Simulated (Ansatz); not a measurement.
# Phonons of TiAl3 (I4/mmm) against volume

Aim: how do the optical modes of TiAl3 (I4/mmm) move with volume?

Program: Ansatz 0.2.0. Level of theory: DFT LDA, scalar-relativistic, plane waves, PAW; PAW set soft_1. Results are calculated unless marked as measured.

## (1) The structure

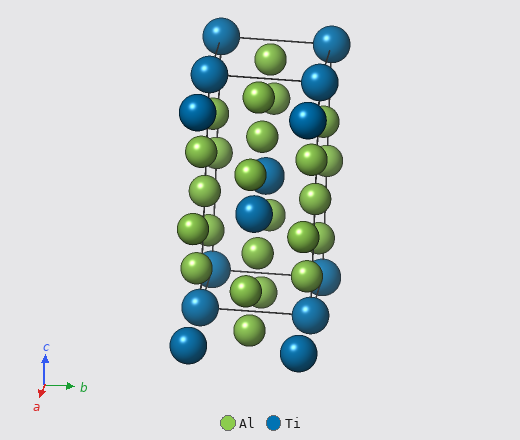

Start, viewed slightly off an axis; aluminium green, titanium blue. 2×1×1 cells are drawn. This picture shows the conventional cell, with its axes. Some periodic images of atoms are drawn too.

## (2) Relaxation

Harmonic phonons are second derivatives at a point where the forces vanish, and they are wanted at zero stress, so atoms and cell are relaxed first.

input.yaml reads:

```yaml
crystal:
  lattice:
    - [-1.9111067713, 1.9111067713, 4.2806687947]
    - [1.9111067713, -1.9111067713, 4.2806687947]
    - [1.9111067713, 1.9111067713, -4.2806687947]
  atoms:
    - { symbol: Al, position: [0.5, 0.5, 0.0] }
    - { symbol: Al, position: [0.75, 0.25, 0.5] }
    - { symbol: Al, position: [0.25, 0.75, 0.5] }
    - { symbol: Ti, position: [0.0, 0.0, 0.0] }
kpoints:
  mp_grid: { grid: [16, 16, 16] }
hamiltonian:
  xc: lda
  pseudopotentials: { kind: paw, azcp: { folder: soft_1 }, xc_functional: pbe }
scf:
  occupations: { method: gaussian, width: 0.1 }
output:
  forces: true
  stress: true
  eigenvalues: true
relax:
  adjacent_minimum: "off"
  f_tol: 0.005
  max_steps: 80
  cell: { stress_tol: 0.05 }
```

On the command line:

```sh
ansatz run input.yaml --threads 4 --pin off --max-ram 16384MiB --backend cpu --events-out ev --progress --plain --runs-dir out
```

Numbers of over 12 decimals in the logs are rounded to 6 here.

Log:

```text
Engine: ansatz 0.2.0, x86_64-unknown-linux-gnu
Pseudopotentials: kind: paw
Pseudopotential: Al, paw, valence charge 3, recommended cutoff 420 eV (normal), soft_1/Al.paw.azcp
Pseudopotential: Ti, paw, valence charge 12, recommended cutoff 420 eV (normal), soft_1/Ti.paw.azcp
Functional definition: SPW92
  exchange = slater_x
  correlation = pw_c
Crystal: 4 atoms, lattice volume = 62.538 Å³
Basis set: ecut = 420 eV, 1203 PW (Γ)
Bands: 15, of which v1, the nominal top of the filled ones, is band 11 counted from 1 (10 counted from 0)
Symmetry: 16 space group operations
Space group: I4/mmm (ITA 139), of the structure as read, at distance tolerance 4.0e-5 Å
k-points: 349 of 4096
Non-local potential: Al, projectors of the file, l = 0: 2, l = 1: 2, l = 2: 1
Non-local potential: Ti, projectors of the file, l = 0: 3, l = 1: 2, l = 2: 3, l = 3: 1
PAW form: soft (Blöchl's): semilocal exchange-correlation on the pseudo side does not see the compensation charge
PAW frozen core: Al, regenerated for the run's functional, and the local potential with it (the file was generated under x = pbe(κ = 0.804, μ = 0.219515), c = pbe(β = 0.066725))
PAW frozen core: Ti, regenerated for the run's functional, and the local potential with it (the file was generated under x = pbe(κ = 0.804, μ = 0.219515), c = pbe(β = 0.066725))
PAW one-centre angular grid: Al, 110 points (default); XC on 64 Gauss nodes
PAW one-centre angular grid: Ti, 590 points (default); XC on 64 Gauss nodes
Initial density: superposition of atomic densities (chi_scale 0.1, normalization cell, long waves kept (reshape's long-wave potential 0.00 eV rms))
Initial wavefunctions: pseudopotential atomic-orbital guess
Functional: x = slater, c = lda
SCF iter   1: F=—  HF=-3990.955937 eV  |F-HF|=—  |Δ(HF+E_count)|=         —  Δρ=2.82e-2  dr2=6.29e-1  ethr=3.10e-3  ⟨swp⟩=5.4  Hψ=27147  notcnv=0
preconditioner: auto → Kerker (q_TF=auto, 2.275 Å⁻¹)  [metal: Δε(μ)=0.008 eV  Ē_g=5.517 eV  σ=0.100 eV  W_gap=0.05  n_scr=10 (ndim 8)  ℏωp=16.9 eV  f_vac=0.000  D(μ)=1.70/eV (n_scr^D=10)]
SCF iter   2: F=—  HF=-3990.736097 eV  |F-HF|=—  |Δ(HF+E_count)|=   2.20e-1  Δρ=1.77e-2  dr2=2.78e-1  ethr=2.99e-3  ⟨swp⟩=2.0  Hψ=9379  notcnv=0  defer=35
SCF iter   3: F=—  HF=-3990.594534 eV  |F-HF|=—  |Δ(HF+E_count)|=   1.42e-1  Δρ=1.94e-3  dr2=2.12e-3  ethr=1.32e-3  ⟨swp⟩=2.5  Hψ=8680  notcnv=0  defer=61
SCF iter   4: F=—  HF=-3990.593614 eV  |F-HF|=—  |Δ(HF+E_count)|=   9.21e-4  Δρ=5.43e-4  dr2=1.38e-4  ethr=1.01e-5  ⟨swp⟩=2.7  Hψ=8427  notcnv=0  defer=61
SCF iter   5: F=—  HF=-3990.593556 eV  |F-HF|=—  |Δ(HF+E_count)|=   5.74e-5  Δρ=8.61e-5  dr2=6.51e-6  ethr=6.55e-7  ⟨swp⟩=2.0  Hψ=7312  notcnv=0  defer=61
SCF iter   6: F=—  HF=-3990.593554 eV  |F-HF|=—  |Δ(HF+E_count)|=   2.67e-6  Δρ=1.35e-5  dr2=9.31e-8  ethr=4.76e-10  ⟨swp⟩=4.0  Hψ=22007  notcnv=0
SCF iter   7: F=-3990.593554 eV  HF=-3990.593554 eV  |F-HF|=2.24e-9  |Δ(HF+E_count)|=   2.07e-8  Δρ=2.62e-6  dr2=3.74e-9  ethr=4.43e-10  ⟨swp⟩=2.0  Hψ=18592  notcnv=0
SCF 1 converged in 7 iterations: F = -3990.593554 eV  dr2 = 3.74e-9
  greatest PAW one-centre occupation: 0.998 electrons in one spin orbital (limit 2), on the Ti atom at site 3 (counted from 0), in its partial waves of l = 0
relax step   1: F+E_penalty+E_count = -3990.59355360 eV  Δ(F+E_penalty+E_count) = +0.000e0 eV  max|allowed force component| = 1.301e-18 eV/Å  Δτ_max = 0.0000 Å  P = -3.515 GPa  Ω = 62.538 Å³  (7 SCF iters, dr2 threshold 1.00e-7 eV, accepted)
Crystal: 4 atoms, lattice volume = 59.843 Å³
Basis set: ecut = 420 eV, 1179 PW (Γ)
Initial density: handed on by an earlier stage of this run
Initial wavefunctions: those handed on with the density
iter 1 solved again at ethr=9.26e-6 eV; its pass at ethr=3.10e-3 eV (dr2=1.94e-3 eV) is discarded
SCF iter   1: F=—  HF=-3990.613790 eV  |F-HF|=—  |Δ(HF+E_count)|=         —  Δρ=1.43e-3  dr2=1.95e-3  ethr=9.26e-6  ⟨swp⟩=1.0  Hψ=32518  notcnv=0
preconditioner: auto → Kerker (q_TF=auto, 2.291 Å⁻¹)  [metal: Δε(μ)=0.011 eV  Ē_g=5.680 eV  σ=0.100 eV  W_gap=0.06  n_scr=10 (ndim 8)  ℏωp=17.3 eV  f_vac=0.000  D(μ)=1.68/eV (n_scr^D=10)]
SCF iter   2: F=—  HF=-3990.612993 eV  |F-HF|=—  |Δ(HF+E_count)|=   7.97e-4  Δρ=9.62e-4  dr2=9.58e-4  ethr=9.26e-6  ⟨swp⟩=1.0  Hψ=5235  notcnv=0
SCF iter   3: F=—  HF=-3990.612499 eV  |F-HF|=—  |Δ(HF+E_count)|=   4.94e-4  Δρ=1.42e-4  dr2=1.20e-5  ethr=4.56e-6  ⟨swp⟩=2.4  Hψ=7484  notcnv=0
SCF iter   4: F=—  HF=-3990.612493 eV  |F-HF|=—  |Δ(HF+E_count)|=   6.00e-6  Δρ=3.91e-5  dr2=8.88e-7  ethr=5.70e-8  ⟨swp⟩=2.8  Hψ=8326  notcnv=0
iter 5 did not close the SCF: its close was put off for the readings that it lacked (scf_convergence_deferred on its scf_iter line)
SCF iter   5: F=-3990.612493 eV  HF=-3990.612493 eV  |F-HF|=5.95e-8  |Δ(HF+E_count)|=   4.46e-7  Δρ=9.25e-6  dr2=6.68e-8  ethr=4.23e-9  ⟨swp⟩=2.3  Hψ=7551  notcnv=0
SCF iter   6: F=-3990.612493 eV  HF=-3990.612493 eV  |F-HF|=8.71e-10  |Δ(HF+E_count)|=   1.37e-8  Δρ=1.63e-6  dr2=1.31e-9  ethr=3.18e-10  ⟨swp⟩=1.7  Hψ=15695  notcnv=0
SCF 2 converged in 6 iterations: F = -3990.612493 eV  dr2 = 1.31e-9
relax step   2: F+E_penalty+E_count = -3990.61249269 eV  Δ(F+E_penalty+E_count) = -1.894e-2 eV  max|allowed force component| = 1.821e-17 eV/Å  Δτ_max = 0.0000 Å  P = +1.431 GPa  Ω = 59.843 Å³  energy of the carried Pulay correction = +4.030e-4 eV  (6 SCF iters, dr2 threshold 4.00e-7 eV, accepted)
Crystal: 4 atoms, lattice volume = 60.604 Å³
Basis set: ecut = 420 eV, 1195 PW (Γ)
iter 1 solved again at ethr=9.16e-7 eV; its pass at ethr=3.10e-3 eV (dr2=1.92e-4 eV) is discarded
SCF iter   1: F=—  HF=-3990.616298 eV  |F-HF|=—  |Δ(HF+E_count)|=         —  Δρ=5.46e-4  dr2=2.02e-4  ethr=9.16e-7  ⟨swp⟩=2.0  Hψ=32664  notcnv=0
preconditioner: auto → Kerker (q_TF=auto, 2.287 Å⁻¹)  [metal: Δε(μ)=0.010 eV  Ē_g=5.633 eV  σ=0.100 eV  W_gap=0.06  n_scr=10 (ndim 8)  ℏωp=17.2 eV  f_vac=0.000  D(μ)=1.67/eV (n_scr^D=10)]
SCF iter   2: F=—  HF=-3990.616220 eV  |F-HF|=—  |Δ(HF+E_count)|=   7.75e-5  Δρ=3.40e-4  dr2=8.79e-5  ethr=9.16e-7  ⟨swp⟩=1.0  Hψ=5235  notcnv=0
SCF iter   3: F=—  HF=-3990.616176 eV  |F-HF|=—  |Δ(HF+E_count)|=   4.45e-5  Δρ=5.70e-5  dr2=2.02e-6  ethr=4.18e-7  ⟨swp⟩=2.4  Hψ=7532  notcnv=0
iter 4 did not close the SCF: its close was put off for the readings that it lacked (scf_convergence_deferred on its scf_iter line)
SCF iter   4: F=-3990.616175 eV  HF=-3990.616175 eV  |F-HF|=6.48e-8  |Δ(HF+E_count)|=   8.27e-7  Δρ=1.34e-5  dr2=1.06e-7  ethr=9.64e-9  ⟨swp⟩=2.9  Hψ=8599  notcnv=0
iter 5 did not close the SCF: its close was put off for the readings that it lacked (scf_convergence_deferred on its scf_iter line)
SCF iter   5: F=-3990.616175 eV  HF=-3990.616175 eV  |F-HF|=6.89e-9  |Δ(HF+E_count)|=   5.28e-8  Δρ=3.22e-6  dr2=8.07e-9  ethr=5.06e-10  ⟨swp⟩=2.6  Hψ=7395  notcnv=0
SCF iter   6: F=-3990.616175 eV  HF=-3990.616175 eV  |F-HF|=1.25e-10  |Δ(HF+E_count)|=   1.74e-9  Δρ=6.15e-7  dr2=1.72e-10  ethr=3.84e-11  ⟨swp⟩=1.1  Hψ=13975  notcnv=0
SCF 3 converged in 6 iterations: F = -3990.616175 eV  dr2 = 1.72e-10
relax step   3: F+E_penalty+E_count = -3990.61617515 eV  Δ(F+E_penalty+E_count) = -3.682e-3 eV  max|allowed force component| = 9.541e-18 eV/Å  Δτ_max = 0.0000 Å  P = -0.062 GPa  Ω = 60.604 Å³  energy of the carried Pulay correction = +2.861e-4 eV  (6 SCF iters, dr2 threshold 4.00e-7 eV, accepted)
[...]
relax step   4: F+E_penalty+E_count = -3990.61620034 eV  Δ(F+E_penalty+E_count) = -2.519e-5 eV  max|allowed force component| = 8.674e-19 eV/Å  Δτ_max = 0.0000 Å  P = -0.004 GPa  Ω = 60.572 Å³  energy of the carried Pulay correction = +2.912e-4 eV  (6 SCF iters, dr2 threshold 6.27e-8 eV, accepted)
Initial wavefunctions: pseudopotential atomic-orbital guess (no wavefunctions were taken with the density)
iter 1 solved again at ethr=6.19e-8 eV; its pass at ethr=3.10e-3 eV (dr2=1.30e-5 eV) is discarded
SCF iter   1: F=—  HF=-3990.615960 eV  |F-HF|=—  |Δ(HF+E_count)|=         —  Δρ=2.33e-5  dr2=3.52e-8  ethr=6.19e-8  ⟨swp⟩=3.0  Hψ=42310  notcnv=0
SCF iter   2: F=—  HF=-3990.615960 eV  |F-HF|=—  |Δ(HF+E_count)|=   3.45e-7  Δρ=1.22e-5  dr2=9.55e-9  ethr=1.68e-10  ⟨swp⟩=2.0  Hψ=6162  notcnv=0
SCF iter   3: F=—  HF=-3990.615960 eV  |F-HF|=—  |Δ(HF+E_count)|=   1.67e-8  Δρ=3.77e-7  dr2=5.71e-11  ethr=4.55e-11  ⟨swp⟩=2.0  Hψ=8871  notcnv=0
iter 4 did not close the SCF: its close was put off for the readings that it lacked (scf_convergence_deferred on its scf_iter line)
SCF iter   4: F=-3990.615960 eV  HF=-3990.615960 eV  |F-HF|=2.73e-12  |Δ(HF+E_count)|=  6.82e-12  Δρ=8.00e-8  dr2=4.00e-12  ethr=1.00e-12  ⟨swp⟩=1.0  Hψ=5235  notcnv=0
iter 5 did not close the SCF: its close was put off for the readings that it lacked (scf_convergence_deferred on its scf_iter line)
SCF iter   5: F=-3990.615960 eV  HF=-3990.615960 eV  |F-HF|=9.09e-13  |Δ(HF+E_count)|=    0.00e0  Δρ=7.94e-9  dr2=6.21e-14  ethr=1.00e-12  ⟨swp⟩=1.0  Hψ=5235  notcnv=0
iter 6 did not close the SCF: its close was put off for the readings that it lacked (scf_convergence_deferred on its scf_iter line)
SCF iter   6: F=-3990.615960 eV  HF=-3990.615960 eV  |F-HF|=9.09e-13  |Δ(HF+E_count)|=    0.00e0  Δρ=1.63e-9  dr2=1.46e-15  ethr=1.00e-12  ⟨swp⟩=1.0  Hψ=5235  notcnv=0
iter 7 did not close the SCF: its close was put off for the readings that it lacked (scf_convergence_deferred on its scf_iter line)
SCF iter   7: F=-3990.615960 eV  HF=-3990.615960 eV  |F-HF|=0.00e0  |Δ(HF+E_count)|=  9.09e-13  Δρ=3.28e-10  dr2=4.51e-17  ethr=1.00e-12  ⟨swp⟩=1.0  Hψ=5235  notcnv=0
SCF iter   8: F=-3990.615960 eV  HF=-3990.615960 eV  |F-HF|=0.00e0  |Δ(HF+E_count)|=  9.09e-13  Δρ=7.90e-11  dr2=2.98e-18  ethr=1.00e-12  ⟨swp⟩=1.0  Hψ=11866  notcnv=0
SCF 5 converged in 8 iterations: F = -3990.615960 eV  dr2 = 2.98e-18
relax step   5: F+E_penalty+E_count = -3990.61595980 eV  Δ(F+E_penalty+E_count) = +2.405e-4 eV  max|allowed force component| = 1.301e-17 eV/Å  Δτ_max = 0.0000 Å  P = -0.011 GPa  Ω = 60.572 Å³  stress off target by 1.25e-2 GPa  SCF on the basis re-selected at this cell (its energy is not comparable with the rows above)  (8 SCF iters)
basis re-selected at this cell: Δ(F+E_penalty+E_count) = +2.405e-4 eV, ΔP = -0.008 GPa vs the last step (what re-selecting the basis moved, of the pressure what is left beyond the Pulay correction that the steps carried, after the strain that the cell walked since its last selection, with what the two solves' SCF thresholds leave and, on support functions, any second-order correction that the steps lacked; it is no m [...]
SCF converged after 8 iterations
Free energy (F): -3990.615960 eV
Harris-Foulkes:  -3990.615960 eV  (|F-HF|=0.00e0)
Internal energy: -3990.607592 eV  (E = F + TS)
E sigma→0 (E₀):  -3990.611776 eV
Entropy (-TS):   -0.008367 eV (-2.092 meV/atom)
Fermi energy:    9.796657 eV
--- Per-component energies (eV) ---
  E_band       = -144.949589
  E_kinetic    = 353.450782
  E_local      = -1237.353499  (includes V_loc(G=0)·N_el)
  E_nonlocal   = 99.004956
  E_hartree    = 531.791262
  E_xc         = -229.714072
  E_vxc        = -236.519954  (∫ρ·V_xc dr)
  E_paw        = -2330.541203  (= ΣΔE_a)
  E_vpaw       = -187.114306  (= ΣTr[D̂ρ^β])
  E_aug_tail   = -0.000092  (compensation charges beyond the density's cutoff)
  E_ewald      = -1177.738827
  E_core_change = 0.493100  (= ΣΔE_core)
  E_smearing   = -0.008367  (= −TS)
  E_closure    = 0.000000  (closes the sum)
  Σ components = -3990.615960   (vs F -3990.615960, Δ=0.00e0)
--- Forces (eV/Å), atoms counted from 1 ---
  atom   1  Al    -0.00000000    -0.00000000     0.00000000
  atom   2  Al    -0.00000000     0.00000000     0.00000000
  atom   3  Al    -0.00000000    -0.00000000     0.00000000
  atom   4  Ti     0.00000000     0.00000000    -0.00000000
  max |Σ_I F_I| component: 1.39e-17 eV/Å
--- Stress (GPa, compression-positive) ---
       -0.012471       0.000000       0.000000
        0.000000      -0.012471       0.000000
        0.000000      -0.000000      -0.009054
  P = ⅓ Tr σ = -0.0113 GPa (-0.113 kbar)
--- Band table (eV; the first three rows and the last of 349) ---
  k-point 0: bands = [... 7 lower, 8.3219, 8.5493, 8.5493, 10.6584, 11.6537, 11.6537, 12.1038, 12.4094]
  k-point 1: bands = [... 7 lower, 8.2401, 8.2951, 8.5610, 10.2779, 11.7386, 11.7726, 11.9545, 12.6421]
  k-point 2: bands = [... 7 lower, 7.7227, 8.0375, 8.5802, 9.5026, 11.7731, 11.9214, 11.9281, 12.9742]
  k-point 348: bands = [... 7 lower, 8.9319, 8.9319, 9.5505, 10.5043, 10.5043, 10.7836, 12.9449, 14.7641]
--- Relaxed structure (4 steps of the walk, 4 accepted, 1 SCFs on fresh bases) ---
  F+E_penalty+E_count = -3990.61595980 eV   max|allowed force component| = 1.301e-17 eV/Å   (the final SCF, on the basis selected at the relaxed cell)
  cell:  # Å, volume = 60.5719 Å³
    - [-1.889410, 1.889410, 4.241886]
    - [1.889410, -1.889410, 4.241886]
    - [1.889410, 1.889410, -4.241886]
  atoms:
    - { symbol: Al, position: [0.500000, 0.500000, 0] }
    - { symbol: Al, position: [0.75, 0.250000, 0.5] }
    - { symbol: Al, position: [0.250000, 0.75, 0.5] }
    - { symbol: Ti, position: [0, 0, 0] }
```

Run time: 13 s. Hardware: 4 threads of Intel Xeon 6975P-C (Granite Rapids), shared host; peak memory 0.79 GiB.

Step by step:

```tsv
step	energy less that of the first step (eV)	largest force component (eV/Å)	pressure (GPa)	volume (Å³)
1	0.0000	0.0000	-3.51	62.54
2	-0.0189	0.0000	1.43	59.84
3	-0.0226	0.0000	-0.06	60.60
4	-0.0226	0.0000	0.00	60.57
5*	-0.0224	0.0000	-0.01	60.57
```

Relaxation steps marked * repeat the geometry before them on a plane-wave basis chosen anew for their cell, so energy and pressure can jump there.

The run keeps the 16 symmetry operations that it works with, so distortions that break them were not tested.

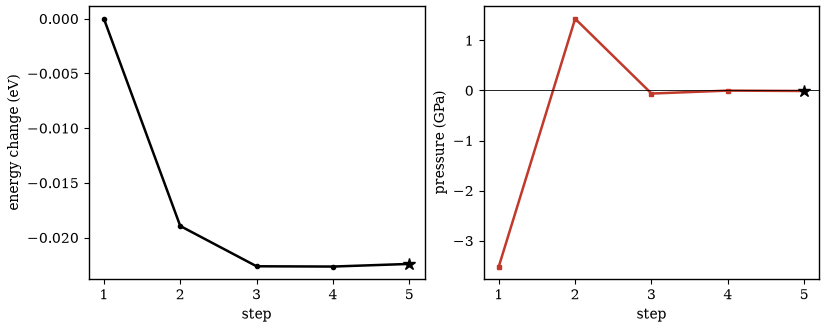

Energy and pressure along the relaxation. Stars mark steps on a basis chosen anew.

```tsv
conventional cell, symmetrised	before	after	change
a (Å)	3.822	3.779	-1.1 %
b (Å)	3.822	3.779	-1.1 %
c (Å)	8.561	8.484	-0.9 %
volume (Å³/atom)	15.63	15.14	-3.1 %
```

Final coordinates:

```xyz
4
Lattice="-1.8894 1.8894 4.2419 1.8894 -1.8894 4.2419 1.8894 1.8894 -4.2419" Properties=species:S:1:pos:R:3 pbc="T T T"
Al    0.0000    0.0000    4.2419
Al    0.0000    1.8894    2.1209
Al    1.8894    0.0000    2.1209
Ti    0.0000    0.0000    0.0000
```

Numbers from this step:

```yaml
pressure: -0.01133 GPa
volume_per_atom: 15.14 Å³
gap_on_the_k_mesh: 0 eV
```

In this step the volume went from 15.63 to 15.14 Å³/atom.

## (3) Tight relaxation

Phonons need small forces and stress, so the relaxation is finished with tight tolerances on 16×16×16 k points.

input.yaml, the sections that differ from step 2:

```yaml
crystal:
  lattice:
    - [-1.8894104027, 1.8894104027, 4.2418855225]
    - [1.8894104027, -1.8894104027, 4.2418855225]
    - [1.8894104027, 1.8894104027, -4.2418855225]
  atoms:
    - { symbol: Al, position: [0.5, 0.5, 0.0] }
    - { symbol: Al, position: [0.75, 0.25, 0.5] }
    - { symbol: Al, position: [0.25, 0.75, 0.5] }
    - { symbol: Ti, position: [0.0, 0.0, 0.0] }
scf:
  occupations: { method: methfessel_paxton, width: 0.2 }
relax:
  adjacent_minimum: "off"
  f_tol: 0.001
  max_steps: 60
  cell: { stress_tol: 0.01 }
# kpoints, hamiltonian, output: as in step 2
```

Log:

```text
[...]
Crystal: 4 atoms, lattice volume = 60.572 Å³
Basis set: ecut = 420 eV, 1195 PW (Γ)
Bands: 15, of which v1, the nominal top of the filled ones, is band 11 counted from 1 (10 counted from 0)
Symmetry: 16 space group operations
[...]
k-points: 349 of 4096
[...]
--- Relaxed structure (3 steps of the walk, 3 accepted, 1 SCFs on fresh bases) ---
[...]
cell:  # Å, volume = 60.5602 Å³
    - [-1.889061, 1.889061, 4.242635]
    - [1.889061, -1.889061, 4.242635]
    - [1.889061, 1.889061, -4.242635]
  atoms:
    - { symbol: Al, position: [0.5, 0.5, 0] }
    - { symbol: Al, position: [0.75, 0.250000, 0.5] }
    - { symbol: Al, position: [0.250000, 0.75, 0.5] }
    - { symbol: Ti, position: [0, 0, 0] }
[key lines of the parts left out:]
SCF converged after 4 iterations
Free energy (F): -3990.611633 eV
Fermi energy:    9.793556 eV
P = ⅓ Tr σ = 0.0005 GPa (0.005 kbar)
```

The job ended after 9.9 s (4 threads; peak memory 0.78 GiB).

Little changed from the start: no atom moved by 0.005 Å and no cell edge by 0.1 %.

Numbers from this step:

| Quantity | Value |
| --- | --- |
| pressure | 4.66e-4 GPa |

The forces vanish by symmetry and the pressure is 0.000 GPa, within the tolerances set. The cell now holds 15.14 Å³/atom.

(Continued in part 2 of 2.)

[Logs are printed without paths, hosts, clocks, repeated set-up lines and the standing remarks that a program may print on its own settings, such as how far it seeks lower states.]

[Hosts, paths, dates, database ids (printed as entryN), source tags and the programs' standing remarks are cut or masked in the printed files.]
